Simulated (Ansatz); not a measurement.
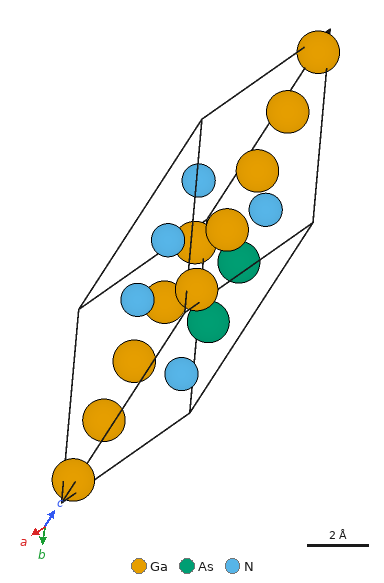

Drawn in the spheres-only manner and seen slightly off an axis. Thin lines show the simulation cell, with boundary atoms drawn in all their periodic places.

The calculation's input:
```yaml
crystal:
  lattice:
    - [-1.7807809892, 1.7807809892, 12.5142513656]
    - [1.7807809892, -1.7807809892, 12.5142513656]
    - [1.7807809892, 1.7807809892, -12.5142513656]
  atoms:
    - { symbol: Ga, position: [0.9185914193, 0.9185914193, 0.0] }
    - { symbol: Ga, position: [0.5, 0.5, 0.0] }
    - { symbol: Ga, position: [0.0814085807, 0.0814085807, 0.0] }
    - { symbol: Ga, position: [0.7082149678, 0.7082149678, 0.0] }
    - { symbol: Ga, position: [0.2917850322, 0.2917850322, 0.0] }
    - { symbol: As, position: [0.1447965404, 0.6447965404, 0.5] }
    - { symbol: As, position: [0.3552034596, 0.8552034596, 0.5] }
    - { symbol: "N", position: [0.5396114956, 0.0396114956, 0.5] }
    - { symbol: "N", position: [0.75, 0.25, 0.5] }
    - { symbol: "N", position: [0.9603885044, 0.4603885044, 0.5] }
basis:
  ecutwfc: 420
kpoints:
  mp_grid: { grid: [14, 14, 14] }
  band_path:
    path:
      - [[0.0, 0.0, 0.0], [0.0, 0.0, 0.5], [0.25, 0.25, 0.25], [0.0, 0.5, 0.0], [0.0, 0.0, 0.0], [0.5, 0.5, -0.5], [0.25506234, 0.74493766, -0.25506234]]
      - [[-0.25506234, 0.25506234, 0.25506234], [0.0, 0.0, 0.0]]
      - [[0.0, 0.0, 0.5], [-0.01012468, 0.01012468, 0.5]]
      - [[0.5, 0.5, -0.01012468], [0.5, 0.5, -0.5]]
    npoints: 14
hamiltonian:
  xc: pbe
scf:
  occupations: { method: gaussian, width: 0.1 }
  n_extra_bands: 25
output:
  forces: true
  stress: true
  eigenvalues: true
  populations: true
  dos: { projected: true, de: 0.02, nscf_kmesh: { grid: [17, 17, 17] } }
  bader: true
  write_density: true
  write_potential: true
  elf: true
  volumetric_format: npy
```
Run as:
```sh
ansatz run input.yaml --threads 4 --pin off --max-ram 8192MiB --backend cpu --events-out ev --progress --plain --runs-dir out
```

Results below were computed with Ansatz, DFT PBE, scalar-relativistic, plane waves, PAW; the settings were an energy cutoff of 420 eV, a 14×14×14 grid in reciprocal space, Gaussian smearing of 0.1 eV, no spin polarisation.

Q: How are the electrons shared out in a Bader analysis?

A: Ga +1.09 to +1.49 e; As -0.76 e; N -1.46 to -1.42 e.

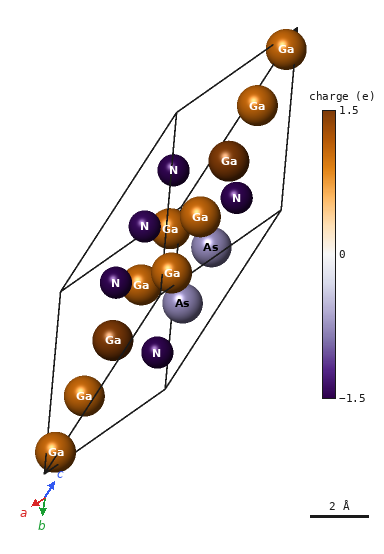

The atoms coloured by those charges.

The initial geometry was a structure type filled with these elements by a generator (whether the compound takes this form wasn't checked). Earlier steps of the study, as a rule a relaxation of our own, may have changed the cell and positions, so they can lie some per cent off the listed ones. It was the input of a calculation with Ansatz.
